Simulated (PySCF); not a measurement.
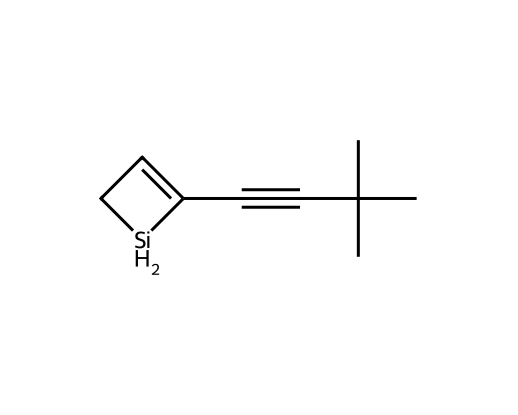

The computed structure is the end point of a GFN2-xTB optimisation. No frequency run is at hand to confirm it as a minimum. Method: PBE0/pcSseg-1, gas phase (PySCF 2.14.0).

What does the calculation give?

The species is C9H14Si (`CC(C)(C)C#CC1=CC[SiH2]1`).
- dipole moment: 0.10 D
- HOMO energy (Kohn–Sham orbital): −6.51 eV
- LUMO energy (Kohn–Sham orbital): −0.62 eV
- HOMO–LUMO gap: 5.89 eV

The geometry is semi-empirical. Around Si such bond lengths and angles can be off by a tenth of an ångström or more and by several degrees, and values that hang on the shape move with them.
